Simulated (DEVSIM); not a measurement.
Structure: Schottky contact on n-type GaAs, at 300 K.

| layer (left to right) | material | thickness (μm) | Nd (cm⁻³) | τn (s) | τp (s) |
|---|---|---|---|---|---|
| 1 | GaAs | 0.330 | 4.1e15 | 5e-10 | 5e-10 |

Left contact: Schottky, work function 5.08 eV, emission velocity 7.5e6 cm/s. Right contact: ohmic. Voltage is applied to the left contact. Recombination: SRH at mid-gap, radiative. Mobility is μmin + (μ − μmin)/(1 + (N/Nref)^α).

This is a model device: material constants are rounded textbook-type values typed into the input, and sizes, dopings and lifetimes were drawn at random. Values at 300 K.

| parameter | GaAs |
|---|---|
| gap (eV) | 1.424 |
| affinity (eV) | 4.07 |
| permittivity | 12.9 |
| Nc (cm⁻³) | 4.7e17 |
| Nv (cm⁻³) | 9e18 |
| μn (cm²/Vs) | 8500 |
| μp (cm²/Vs) | 400 |
| μn,min | 500 |
| μp,min | 20 |
| Nref,n | 6e16 |
| Nref,p | 1.5e17 |
| αn | 0.39 |
| αp | 0.38 |
| B (cm³/s) | 2e-10 |

DEVSIM, 1D drift-diffusion, Boltzmann statistics, complete ionisation; no tunnelling, impact ionisation, image-force lowering or self-heating. Metal contacts follow the ideal Schottky-Mott rule: no Fermi-level pinning, no interface dipoles.

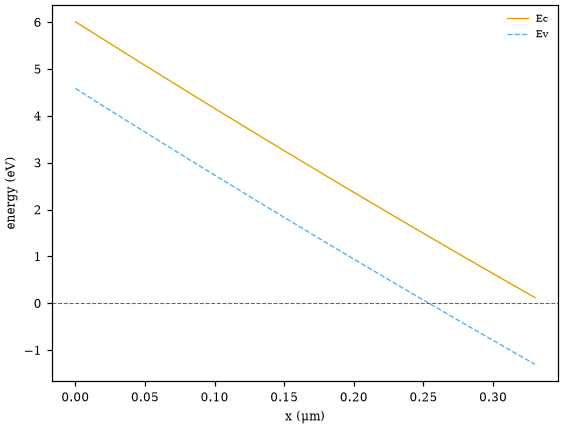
Figure: Band edges at -5.0 V on the left contact

Energies count from the Fermi level of the right contact; mesh points crowd at the junctions.

```json
[
 {"x (μm)": "0.000", "Ec (eV)": "6.010", "Ev (eV)": "4.586", "n (cm⁻³)": "< 1e2", "p (cm⁻³)": "1.0e12", "field (V/cm)": "-190000"},
 {"x (μm)": "0.005366", "Ec (eV)": "5.909", "Ev (eV)": "4.485", "n (cm⁻³)": "< 1e2", "p (cm⁻³)": "2.0e10", "field (V/cm)": "-190000"},
 {"x (μm)": "0.01175", "Ec (eV)": "5.790", "Ev (eV)": "4.366", "n (cm⁻³)": "< 1e2", "p (cm⁻³)": "2.0e8", "field (V/cm)": "-190000"},
 {"x (μm)": "0.01935", "Ec (eV)": "5.648", "Ev (eV)": "4.224", "n (cm⁻³)": "< 1e2", "p (cm⁻³)": "820000", "field (V/cm)": "-190000"},
 {"x (μm)": "0.03039", "Ec (eV)": "5.442", "Ev (eV)": "4.018", "n (cm⁻³)": "< 1e2", "p (cm⁻³)": "1300", "field (V/cm)": "-190000"},
 {"x (μm)": "0.04152", "Ec (eV)": "5.235", "Ev (eV)": "3.811", "n (cm⁻³)": "< 1e2", "p (cm⁻³)": "970", "field (V/cm)": "-190000"},
 {"x (μm)": "0.05476", "Ec (eV)": "4.990", "Ev (eV)": "3.566", "n (cm⁻³)": "< 1e2", "p (cm⁻³)": "930", "field (V/cm)": "-180000"},
 {"x (μm)": "0.07401", "Ec (eV)": "4.635", "Ev (eV)": "3.211", "n (cm⁻³)": "< 1e2", "p (cm⁻³)": "860", "field (V/cm)": "-180000"},
 {"x (μm)": "0.09341", "Ec (eV)": "4.280", "Ev (eV)": "2.856", "n (cm⁻³)": "< 1e2", "p (cm⁻³)": "790", "field (V/cm)": "-180000"},
 {"x (μm)": "0.1165", "Ec (eV)": "3.860", "Ev (eV)": "2.436", "n (cm⁻³)": "< 1e2", "p (cm⁻³)": "710", "field (V/cm)": "-180000"},
 {"x (μm)": "0.1440", "Ec (eV)": "3.364", "Ev (eV)": "1.940", "n (cm⁻³)": "< 1e2", "p (cm⁻³)": "610", "field (V/cm)": "-180000"},
 {"x (μm)": "0.1780", "Ec (eV)": "2.757", "Ev (eV)": "1.333", "n (cm⁻³)": "< 1e2", "p (cm⁻³)": "490", "field (V/cm)": "-180000"},
 {"x (μm)": "0.2067", "Ec (eV)": "2.249", "Ev (eV)": "0.825", "n (cm⁻³)": "< 1e2", "p (cm⁻³)": "370", "field (V/cm)": "-180000"},
 {"x (μm)": "0.2309", "Ec (eV)": "1.825", "Ev (eV)": "0.401", "n (cm⁻³)": "< 1e2", "p (cm⁻³)": "280", "field (V/cm)": "-170000"},
 {"x (μm)": "0.2584", "Ec (eV)": "1.347", "Ev (eV)": "-0.077", "n (cm⁻³)": "< 1e2", "p (cm⁻³)": "170", "field (V/cm)": "-170000"},
 {"x (μm)": "0.2743", "Ec (eV)": "1.072", "Ev (eV)": "-0.352", "n (cm⁻³)": "< 1e2", "p (cm⁻³)": "110", "field (V/cm)": "-170000"},
 {"x (μm)": "0.2852", "Ec (eV)": "0.885", "Ev (eV)": "-0.539", "n (cm⁻³)": "700", "p (cm⁻³)": "< 1e2", "field (V/cm)": "-170000"},
 {"x (μm)": "0.2969", "Ec (eV)": "0.685", "Ev (eV)": "-0.739", "n (cm⁻³)": "1400000", "p (cm⁻³)": "< 1e2", "field (V/cm)": "-170000"},
 {"x (μm)": "0.3101", "Ec (eV)": "0.459", "Ev (eV)": "-0.965", "n (cm⁻³)": "9.0e9", "p (cm⁻³)": "< 1e2", "field (V/cm)": "-170000"},
 {"x (μm)": "0.3178", "Ec (eV)": "0.329", "Ev (eV)": "-1.095", "n (cm⁻³)": "1.4e12", "p (cm⁻³)": "< 1e2", "field (V/cm)": "-170000"},
 {"x (μm)": "0.3243", "Ec (eV)": "0.220", "Ev (eV)": "-1.204", "n (cm⁻³)": "9.6e13", "p (cm⁻³)": "< 1e2", "field (V/cm)": "-170000"},
 {"x (μm)": "0.3300", "Ec (eV)": "0.123", "Ev (eV)": "-1.301", "n (cm⁻³)": "4.1e15", "p (cm⁻³)": "< 1e2", "field (V/cm)": "-170000"}
]
```
